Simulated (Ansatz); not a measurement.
**Titanium, omega (AlB2-type) under LDA: from relaxation to bulk modulus**

Aim: take titanium in the omega (AlB2-type) structure, relax it, solve it on a dense k-mesh, then scale the cell to 7 volumes from 88 to 112 % of the relaxed one and try a fit of the equation of state. Spin polarisation is left out. The k-meshes are 8×8×11 for the relaxation; 11×11×15 for the dense run; 9×9×13 for the volumes.

Computed with Ansatz 0.2.0 (DFT LDA (PW92), plane waves (420 eV) with PAW, scalar-relativistic; the PAW data stem from PBE, with regenerated cores, unless a step says otherwise).

## 1. The starting structure

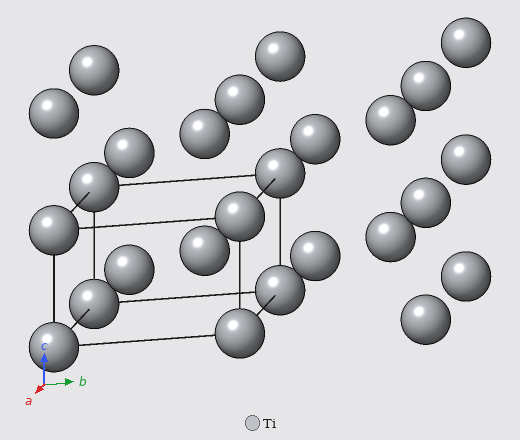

Start, viewed slightly off an axis; titanium light grey. 1×2×2 cells are drawn. Any atoms on the faces are drawn again on the opposite ones.

Structure file:

```cif
data_structure
_symmetry_space_group_name_H-M 'P6/mmm'
_symmetry_Int_Tables_number 191
_cell_length_a 4.6383
_cell_length_b 4.6383
_cell_length_c 2.8433
_cell_angle_alpha 90.000
_cell_angle_beta 90.000
_cell_angle_gamma 120.000
_cell_volume 52.97
loop_
_atom_site_label
_atom_site_type_symbol
_atom_site_symmetry_multiplicity
_atom_site_Wyckoff_symbol
_atom_site_fract_x
_atom_site_fract_y
_atom_site_fract_z
_atom_site_occupancy
Ti1 Ti 1 a 0.00000 0.00000 0.00000 1
Ti2 Ti 2 d 0.33333 0.66667 0.50000 1
```

## 2. Relaxing cell and atoms

Contents of input.yaml:

```yaml
crystal:
  lattice:
    - [4.6382998794, 0.0, 0.0]
    - [-2.3191499397, 4.0168855259, 0.0]
    - [0.0, 0.0, 2.8432778261]
  atoms:
    - { symbol: Ti, position: [0.0, 0.0, 0.0] }
    - { symbol: Ti, position: [0.3333333333, 0.6666666667, 0.5] }
    - { symbol: Ti, position: [0.6666666667, 0.3333333333, 0.5] }
hamiltonian:
  xc: lda
  pseudopotentials:
    kind: paw
    azcp:
      Ti: "pseudopotentials/Ti.paw.azcp"
basis:
  ecutwfc: 420
  fft_grid_basis: typed
kpoints:
  mp_grid: { grid: [8, 8, 11], shift: [0, 0, 0] }
magnetization:
  spin_polarized: false
scf:
  occupations: { method: fermi_dirac, width: 0.1 }
relax:
  max_steps: 60
  f_tol: 0.01
  cell: {}
```

Standard output, cut to the lines that bear on the results:

```text
Warning: <dir> the record states the generating functional pbe (its physics header spells it `PBE`), which answers neither for hamiltonian.xc's functional nor for the lda family's — results may be inconsistent (PPs are generated against a specific XC)
Warning: RAYON_NUM_THREADS=2 ignored (pool sized by the plan → 2); use --threads N
[...]
Pseudopotentials: kind: paw
Pseudopotential: Ti, paw, valence charge 12, recommended cutoff 420 eV (normal), <dir>
Functional definition: SPW92
[...]
Crystal: 3 atoms, lattice volume = 52.975 Å³
Basis set: ecut = 420 eV, 1071 PW (Γ)
Bands: 22, of which v1, the nominal top of the filled ones, is band 18 counted from 1 (17 counted from 0)
Symmetry: 24 space group operations
Space group: P6/mmm (ITA 191), of the structure as read, at distance tolerance 3.8e-5 Å
k-points: 60 of 704
[...]
SCF iter   1: F=—  HF=-7350.829173 eV  |F-HF|=—  |Δ(HF+E_count)|=         —  Δρ=1.21e-2  dr2=1.04e-1  ethr=1.77e-3  ⟨swp⟩=4.0  Hψ=4478  notcnv=0
[...]
relax step   1: F+E_penalty+E_count = -7350.81553448 eV  Δ(F+E_penalty+E_count) = +0.000e0 eV  max|allowed force component| = 9.869e-17 eV/Å  Δτ_max = 0.0000 Å  P = -11.241 GPa  Ω = 52.975 Å³  (7 SCF iters, dr2 threshold 1.00e-7 eV, accepted)
[...]
relax step   5: F+E_penalty+E_count = -7351.02503341 eV  Δ(F+E_penalty+E_count) = -3.329e-5 eV  max|allowed force component| = 4.688e-16 eV/Å  Δτ_max = 0.0000 Å  P = -0.004 GPa  Ω = 47.580 Å³  energy of the carried Pulay correction = +1.229e-3 eV  (6 SCF iters, dr2 threshold 4.32e-8 eV, accepted)
[...]
relax step   6: F+E_penalty+E_count = -7351.02440282 eV  Δ(F+E_penalty+E_count) = +6.306e-4 eV  max|allowed force component| = 4.318e-16 eV/Å  Δτ_max = 0.0000 Å  P = -0.029 GPa  Ω = 47.580 Å³  stress off target by 3.64e-2 GPa  SCF on the basis re-selected at this cell (its energy is not [...]
SCF converged after 6 iterations
Free energy (F): -7351.024403 eV
[...]
E sigma→0 (E₀):  -7350.974972 eV
Entropy (-TS):   -0.098862 eV (-32.954 meV/atom)
Fermi energy:    14.401745 eV
[...]
--- Forces (eV/Å), atoms counted from 1 ---
  atom   1  Ti    -0.00000000     0.00000000     0.00000000
  atom   2  Ti     0.00000000    -0.00000000     0.00000000
  atom   3  Ti    -0.00000000     0.00000000    -0.00000000
[...]
--- Stress (GPa, compression-positive) ---
       -0.025481      -0.000000       0.000000
       -0.000000      -0.025481      -0.000000
        0.000000      -0.000000      -0.036390
  P = ⅓ Tr σ = -0.0291 GPa (-0.291 kbar)
--- Relaxed structure (5 steps of the walk, 5 accepted, 1 SCFs on fresh bases) ---
  F+E_penalty+E_count = -7351.02440282 eV   max|allowed force component| = 4.318e-16 eV/Å   (the final SCF, on the basis selected at the relaxed cell)
  cell:  # Å, volume = 47.5796 Å³
    - [4.453708584519291, -7.928460414537623e-35, 0.0]
    - [-2.2268542922596457, 3.8570247752465403, 0.0]
    - [0.0, 0.0, 2.7697872733485314]
  atoms:
    - { symbol: Ti, position: [1.1330936254991728e-36, -2.0476873814519455e-34, 0.0] }
    - { symbol: Ti, position: [0.3333333333333333, 0.6666666666666666, 0.5] }
    - { symbol: Ti, position: [0.6666666666666666, 0.3333333333333333, 0.5] }
```

Run time: 12 s. Hardware: 2 threads of an Arm CPU, shared host; peak memory 0.34 GiB.

Relaxation path:

| step | energy change (meV/atom) | largest force (eV/Å) | pressure (GPa) | volume (Å³/atom) |
| --- | --- | --- | --- | --- |
| 1 | 0.00 | 0.0000 | -11.24 | 17.658 |
| 2 | -56.23 | 0.0000 | 6.13 | 15.176 |
| 3 | -69.50 | 0.0000 | -0.78 | 15.960 |
| 4 | -69.82 | 0.0000 | -0.06 | 15.868 |
| 5 | -69.83 | 0.0000 | 0.00 | 15.860 |
| 6 | -69.62 | 0.0000 | -0.03 | 15.860 |

Steps that repeat a cell are solved on a basis chosen anew, so their changes of energy are no gain of the relaxation.

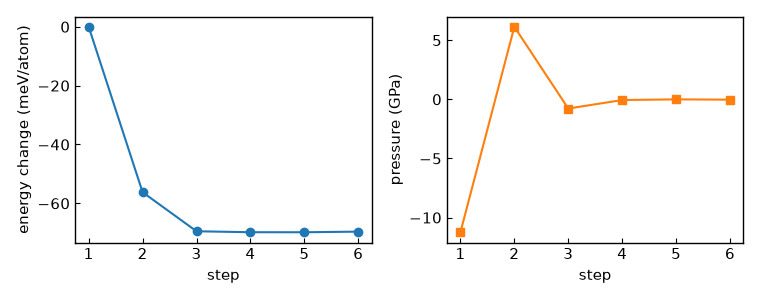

Energy and pressure over the accepted steps.

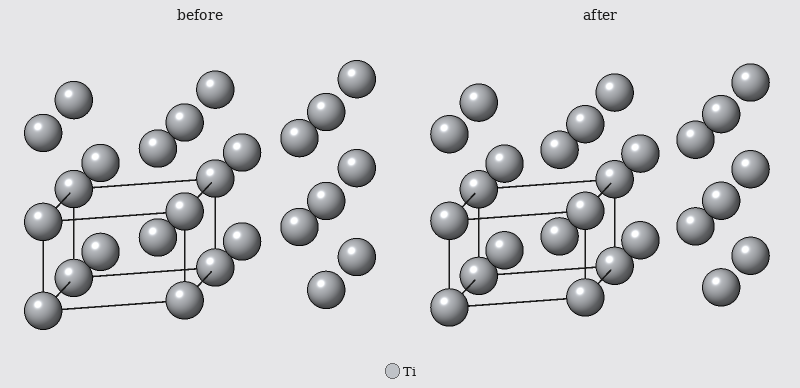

Before and after, at one scale. The cells drawn are those of the first picture.

Changes in the cell that was computed:

|  | before | after | change |
| --- | --- | --- | --- |
| a (Å) | 4.638 | 4.454 | -4.0 % |
| b (Å) | 4.638 | 4.454 | -4.0 % |
| c (Å) | 2.843 | 2.770 | -2.6 % |
| volume (Å³/atom) | 17.658 | 15.860 | -10.2 % |
| shortest distance (Å) | 2.678 | 2.571 | -4.0 % |
| space group (spins left aside) | P6/mmm | P6/mmm | same |

## 3. Dense single point

Contents of input.yaml:

```yaml
crystal:
  lattice:
    - [4.4537085845, 0.0, 0.0]
    - [-2.2268542923, 3.8570247752, 0.0]
    - [0.0, 0.0, 2.7697872733]
  atoms:
    - { symbol: Ti, position: [0.0, 1.0, 0.0] }
    - { symbol: Ti, position: [0.3333333333, 0.6666666667, 0.5] }
    - { symbol: Ti, position: [0.6666666667, 0.3333333333, 0.5] }
hamiltonian:
  xc: lda
  pseudopotentials:
    kind: paw
    azcp:
      Ti: "pseudopotentials/Ti.paw.azcp"
basis:
  ecutwfc: 420
  fft_grid_basis: typed
kpoints:
  mp_grid: { grid: [11, 11, 15], shift: [0, 0, 0] }
magnetization:
  spin_polarized: false
scf:
  occupations: { method: fermi_dirac, width: 0.1 }
```

Standard output, cut to the lines that bear on the results:

```text
Warning: <dir> the record states the generating functional pbe (its physics header spells it `PBE`), which answers neither for hamiltonian.xc's functional nor for the lda family's — results may be inconsistent (PPs are generated against a specific XC)
Warning: RAYON_NUM_THREADS=2 ignored (pool sized by the plan → 2); use --threads N
[...]
[... 3 set-up lines as earlier in the session ...]
[...]
Crystal: 3 atoms, lattice volume = 47.580 Å³
Basis set: ecut = 420 eV, 939 PW (Γ)
Bands: 22, of which v1, the nominal top of the filled ones, is band 18 counted from 1 (17 counted from 0)
[... 1 set-up line as earlier in the session ...]
Space group: P6/mmm (ITA 191), of the structure as read, at distance tolerance 3.6e-5 Å
k-points: 128 of 1815
[...]
SCF iter   1: F=—  HF=-7351.037530 eV  |F-HF|=—  |Δ(HF+E_count)|=         —  Δρ=1.07e-2  dr2=4.91e-2  ethr=1.77e-3  ⟨swp⟩=4.1  Hψ=9625  notcnv=0
[...]
SCF iter   6: F=-7351.023913 eV  HF=-7351.023913 eV  |F-HF|=6.36e-8  |Δ(HF+E_count)|=   2.49e-7  Δρ=1.02e-5  dr2=8.51e-8  ethr=2.78e-10  ⟨swp⟩=2.0  Hψ=5692  notcnv=0
[...]
SCF converged after 6 iterations
Free energy (F): -7351.023913 eV
[...]
E sigma→0 (E₀):  -7350.973882 eV
Entropy (-TS):   -0.100063 eV (-33.354 meV/atom)
Fermi energy:    14.403601 eV
[...]
```

Run time: 3.1 s. Hardware: 2 threads of an Arm CPU, shared host; peak memory 0.36 GiB.

## 4. Equation of state: 88 %

Changes to input.yaml since step 3:

```diff
@@ -2,5 +2,5 @@
   lattice:
-    - [4.4537085845, 0.0, 0.0]
-    - [-2.2268542923, 3.8570247752, 0.0]
-    - [0.0, 0.0, 2.7697872733]
+    - [4.2679175499, 0.0, 0.0]
+    - [-2.1339587749, 3.6961250195, 0.0]
+    - [0.0, 0.0, 2.6542427483]
   atoms:
@@ -19,3 +19,3 @@
 kpoints:
-  mp_grid: { grid: [11, 11, 15], shift: [0, 0, 0] }
+  mp_grid: { grid: [9, 9, 13], shift: [0, 0, 0] }
 magnetization:
@@ -24 +24,4 @@
   occupations: { method: fermi_dirac, width: 0.1 }
+  lower_state_search: "off"
+output:
+  stress: true
```

Standard output, cut to the lines that bear on the results:

```text
Warning: <dir> the record states the generating functional pbe (its physics header spells it `PBE`), which answers neither for hamiltonian.xc's functional nor for the lda family's — results may be inconsistent (PPs are generated against a specific XC)
Warning: RAYON_NUM_THREADS=2 ignored (pool sized by the plan → 2); use --threads N
[...]
[... 3 set-up lines as earlier in the session ...]
[...]
Crystal: 3 atoms, lattice volume = 41.870 Å³
Basis set: ecut = 420 eV, 819 PW (Γ)
Bands: 22, of which v1, the nominal top of the filled ones, is band 18 counted from 1 (17 counted from 0)
[... 1 set-up line as earlier in the session ...]
Space group: P6/mmm (ITA 191), of the structure as read, at distance tolerance 3.5e-5 Å
k-points: 84 of 1053
[...]
SCF iter   1: F=—  HF=-7350.713084 eV  |F-HF|=—  |Δ(HF+E_count)|=         —  Δρ=1.14e-2  dr2=5.44e-2  ethr=1.77e-3  ⟨swp⟩=4.1  Hψ=6460  notcnv=0
[...]
SCF iter   6: F=-7350.695580 eV  HF=-7350.695580 eV  |F-HF|=7.85e-9  |Δ(HF+E_count)|=   2.99e-7  Δρ=9.02e-6  dr2=2.71e-8  ethr=2.78e-10  ⟨swp⟩=4.0  Hψ=6369  notcnv=0
[...]
SCF converged after 6 iterations
Free energy (F): -7350.695580 eV
[...]
E sigma→0 (E₀):  -7350.650892 eV
Entropy (-TS):   -0.089375 eV (-29.792 meV/atom)
Fermi energy:    16.680151 eV
[...]
--- Stress (GPa, compression-positive) ---
       19.877656      -0.000000      -0.000000
        0.000000      19.877656      -0.000000
       -0.000000      -0.000000      21.140244
  P = ⅓ Tr σ = 20.2985 GPa (202.985 kbar)
```

Run time: 2.2 s. Hardware: 2 threads of an Arm CPU, shared host; peak memory 0.33 GiB.

## 5. Equation of state: 92 %

Changes to input.yaml since step 4:

```diff
@@ -2,5 +2,5 @@
   lattice:
-    - [4.2679175499, 0.0, 0.0]
-    - [-2.1339587749, 3.6961250195, 0.0]
-    - [0.0, 0.0, 2.6542427483]
+    - [4.3316272045, 0.0, 0.0]
+    - [-2.1658136023, 3.7512991989, 0.0]
+    - [0.0, 0.0, 2.6938641531]
   atoms:
```

Standard output, cut to the lines that bear on the results:

```text
Warning: <dir> the record states the generating functional pbe (its physics header spells it `PBE`), which answers neither for hamiltonian.xc's functional nor for the lda family's — results may be inconsistent (PPs are generated against a specific XC)
Warning: RAYON_NUM_THREADS=2 ignored (pool sized by the plan → 2); use --threads N
[...]
[... 3 set-up lines as earlier in the session ...]
[...]
Crystal: 3 atoms, lattice volume = 43.773 Å³
Basis set: ecut = 420 eV, 903 PW (Γ)
Bands: 22, of which v1, the nominal top of the filled ones, is band 18 counted from 1 (17 counted from 0)
[... 2 set-up lines as earlier in the session ...]
k-points: 84 of 1053
[...]
SCF iter   1: F=—  HF=-7350.901998 eV  |F-HF|=—  |Δ(HF+E_count)|=         —  Δρ=1.04e-2  dr2=3.96e-2  ethr=1.77e-3  ⟨swp⟩=4.1  Hψ=6393  notcnv=0
[...]
SCF iter   6: F=-7350.887438 eV  HF=-7350.887438 eV  |F-HF|=1.96e-8  |Δ(HF+E_count)|=   1.49e-8  Δρ=9.18e-6  dr2=3.81e-8  ethr=2.78e-10  ⟨swp⟩=4.0  Hψ=6127  notcnv=0
[...]
SCF converged after 6 iterations
Free energy (F): -7350.887438 eV
[...]
E sigma→0 (E₀):  -7350.841091 eV
Entropy (-TS):   -0.092695 eV (-30.898 meV/atom)
Fermi energy:    15.860642 eV
[...]
--- Stress (GPa, compression-positive) ---
       11.986277      -0.000000       0.000000
       -0.000000      11.986277       0.000000
        0.000000       0.000000      12.785091
  P = ⅓ Tr σ = 12.2525 GPa (122.525 kbar)
```

Wall time 2.4 s (2 threads of an Arm CPU, shared host); peak memory 0.33 GiB.

## 6. Equation of state: 96 %

Changes to input.yaml since step 5:

```diff
@@ -2,5 +2,5 @@
   lattice:
-    - [4.3316272045, 0.0, 0.0]
-    - [-2.1658136023, 3.7512991989, 0.0]
-    - [0.0, 0.0, 2.6938641531]
+    - [4.3935159547, 0.0, 0.0]
+    - [-2.1967579773, 3.8048964287, 0.0]
+    - [0.0, 0.0, 2.7323531267]
   atoms:
@@ -27 +27,5 @@
   stress: true
+  write_density: true
+  write_potential: true
+  elf: true
+  volumetric_format: npy
```

Standard output, cut to the lines that bear on the results:

```text
Warning: <dir> the record states the generating functional pbe (its physics header spells it `PBE`), which answers neither for hamiltonian.xc's functional nor for the lda family's — results may be inconsistent (PPs are generated against a specific XC)
Warning: RAYON_NUM_THREADS=2 ignored (pool sized by the plan → 2); use --threads N
[...]
[... 3 set-up lines as earlier in the session ...]
[...]
Crystal: 3 atoms, lattice volume = 45.676 Å³
Basis set: ecut = 420 eV, 915 PW (Γ)
Bands: 22, of which v1, the nominal top of the filled ones, is band 18 counted from 1 (17 counted from 0)
[... 2 set-up lines as earlier in the session ...]
k-points: 84 of 1053
[...]
SCF iter   1: F=—  HF=-7351.005403 eV  |F-HF|=—  |Δ(HF+E_count)|=         —  Δρ=1.02e-2  dr2=3.72e-2  ethr=1.77e-3  ⟨swp⟩=4.1  Hψ=6405  notcnv=0
[...]
SCF iter   7: F=-7350.991983 eV  HF=-7350.991983 eV  |F-HF|=2.62e-9  |Δ(HF+E_count)|=   4.94e-8  Δρ=2.18e-6  dr2=3.47e-9  ethr=2.78e-10  ⟨swp⟩=6.7  Hψ=9494  notcnv=0
[...]
SCF converged after 7 iterations
Free energy (F): -7350.991983 eV
[...]
E sigma→0 (E₀):  -7350.943886 eV
Entropy (-TS):   -0.096195 eV (-32.065 meV/atom)
Fermi energy:    15.103715 eV
[...]
--- Stress (GPa, compression-positive) ---
        5.421730       0.000000      -0.000000
        0.000000       5.421730      -0.000000
       -0.000000      -0.000000       5.819673
  P = ⅓ Tr σ = 5.5544 GPa (55.544 kbar)
--- Band table (eV; the first three rows and the last of 84) ---
  k-point 0: bands = ["-40.9204", "-40.6652", "-40.4263", "-17.6041", "-17.6041", "-17.5971", "-17.5971", "-17.1080", "-16.8509", "-16.7518", "-16.7171", "-16.7171", "8.9066", "12.8205", "14.4312", "14.4312", "14.5336", "14.5336", "15.1347", "15.8726", "16.5419", "16.5419"]
[...]
```

Run time: 3.5 s. Hardware: 2 threads of an Arm CPU, shared host; peak memory 0.35 GiB.

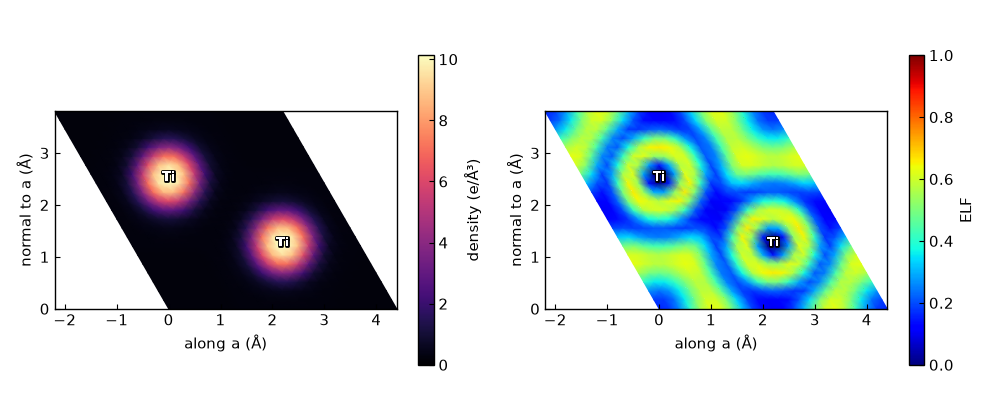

Density (left) and ELF (right) in a lattice plane of the grid's cell (edges 4.39 and 4.39 Å, at 0.500 of the third edge), which holds Ti. Only atoms in the plane are labelled. Both are smooth fields of the valence electrons: close to the nuclei they are not physical.

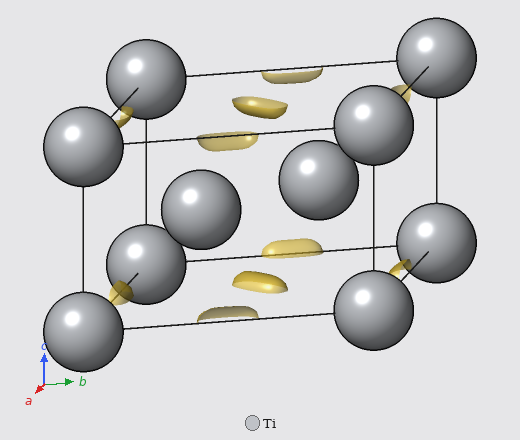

Surface of ELF = 0.70, drawn in one cell.

The highest ELF values outside the cores: 0.76 between the atoms, 1.9 Å from Ti.

## 7. Equation of state: 100 %

Changes to input.yaml since step 6:

```diff
@@ -2,5 +2,5 @@
   lattice:
-    - [4.3935159547, 0.0, 0.0]
-    - [-2.1967579773, 3.8048964287, 0.0]
-    - [0.0, 0.0, 2.7323531267]
+    - [4.4537085845, 0.0, 0.0]
+    - [-2.2268542923, 3.8570247752, 0.0]
+    - [0.0, 0.0, 2.7697872733]
   atoms:
```

Standard output, cut to the lines that bear on the results:

```text
Warning: <dir> the record states the generating functional pbe (its physics header spells it `PBE`), which answers neither for hamiltonian.xc's functional nor for the lda family's — results may be inconsistent (PPs are generated against a specific XC)
Warning: RAYON_NUM_THREADS=2 ignored (pool sized by the plan → 2); use --threads N
[...]
[... 3 set-up lines as earlier in the session ...]
[...]
Crystal: 3 atoms, lattice volume = 47.580 Å³
Basis set: ecut = 420 eV, 939 PW (Γ)
Bands: 22, of which v1, the nominal top of the filled ones, is band 18 counted from 1 (17 counted from 0)
[... 2 set-up lines as earlier in the session ...]
k-points: 84 of 1053
[...]
SCF iter   1: F=—  HF=-7351.037376 eV  |F-HF|=—  |Δ(HF+E_count)|=         —  Δρ=1.07e-2  dr2=4.96e-2  ethr=1.77e-3  ⟨swp⟩=4.1  Hψ=6332  notcnv=0
[...]
SCF iter   6: F=-7351.023801 eV  HF=-7351.023801 eV  |F-HF|=6.37e-8  |Δ(HF+E_count)|=   2.36e-7  Δρ=1.03e-5  dr2=8.60e-8  ethr=2.78e-10  ⟨swp⟩=7.8  Hψ=10769  notcnv=0
[...]
SCF converged after 6 iterations
Free energy (F): -7351.023801 eV
[...]
E sigma→0 (E₀):  -7350.973831 eV
Entropy (-TS):   -0.099941 eV (-33.314 meV/atom)
Fermi energy:    14.402801 eV
[...]
--- Stress (GPa, compression-positive) ---
       -0.049572      -0.000000      -0.000000
       -0.000000      -0.049572      -0.000000
       -0.000000      -0.000000       0.018669
  P = ⅓ Tr σ = -0.0268 GPa (-0.268 kbar)
--- Band table (eV; the first three rows and the last of 84) ---
  k-point 0: bands = ["-41.6899", "-41.4429", "-41.2270", "-18.3529", "-18.3529", "-18.3257", "-18.3257", "-17.9062", "-17.6723", "-17.5784", "-17.5413", "-17.5413", "8.2669", "12.2462", "13.7319", "13.7319", "13.8359", "13.8359", "14.4233", "15.1483", "15.7898", "15.7898"]
[...]
```

Wall time 3.8 s (2 threads of an Arm CPU, shared host); peak memory 0.35 GiB.

## 8. Equation of state: 104 %

Changes to input.yaml since step 7:

```diff
@@ -2,5 +2,5 @@
   lattice:
-    - [4.4537085845, 0.0, 0.0]
-    - [-2.2268542923, 3.8570247752, 0.0]
-    - [0.0, 0.0, 2.7697872733]
+    - [4.5123167343, 0.0, 0.0]
+    - [-2.2561583671, 3.9077809218, 0.0]
+    - [0.0, 0.0, 2.8062360226]
   atoms:
@@ -27,5 +27 @@
   stress: true
-  write_density: true
-  write_potential: true
-  elf: true
-  volumetric_format: npy
```

Standard output, cut to the lines that bear on the results:

```text
Warning: <dir> the record states the generating functional pbe (its physics header spells it `PBE`), which answers neither for hamiltonian.xc's functional nor for the lda family's — results may be inconsistent (PPs are generated against a specific XC)
Warning: RAYON_NUM_THREADS=2 ignored (pool sized by the plan → 2); use --threads N
[...]
[... 3 set-up lines as earlier in the session ...]
[...]
Crystal: 3 atoms, lattice volume = 49.483 Å³
Basis set: ecut = 420 eV, 951 PW (Γ)
Bands: 22, of which v1, the nominal top of the filled ones, is band 18 counted from 1 (17 counted from 0)
[... 1 set-up line as earlier in the session ...]
Space group: P6/mmm (ITA 191), of the structure as read, at distance tolerance 3.7e-5 Å
k-points: 84 of 1053
[...]
SCF iter   1: F=—  HF=-7351.008875 eV  |F-HF|=—  |Δ(HF+E_count)|=         —  Δρ=1.14e-2  dr2=6.87e-2  ethr=1.77e-3  ⟨swp⟩=4.0  Hψ=6305  notcnv=0
[...]
SCF iter   6: F=-7350.995016 eV  HF=-7350.995016 eV  |F-HF|=6.10e-8  |Δ(HF+E_count)|=   3.52e-7  Δρ=1.26e-5  dr2=7.57e-8  ethr=2.78e-10  ⟨swp⟩=3.0  Hψ=7277  notcnv=0
[...]
SCF converged after 6 iterations
Free energy (F): -7350.995016 eV
[...]
E sigma→0 (E₀):  -7350.943009 eV
Entropy (-TS):   -0.104013 eV (-34.671 meV/atom)
Fermi energy:    13.752101 eV
[...]
--- Stress (GPa, compression-positive) ---
       -4.615580       0.000000       0.000000
        0.000000      -4.615580       0.000000
        0.000000       0.000000      -4.803286
  P = ⅓ Tr σ = -4.6781 GPa (-46.781 kbar)
```

Run time: 2.7 s. Hardware: 2 threads of an Arm CPU, shared host; peak memory 0.34 GiB.

(Part 1 of 2 ends here.)
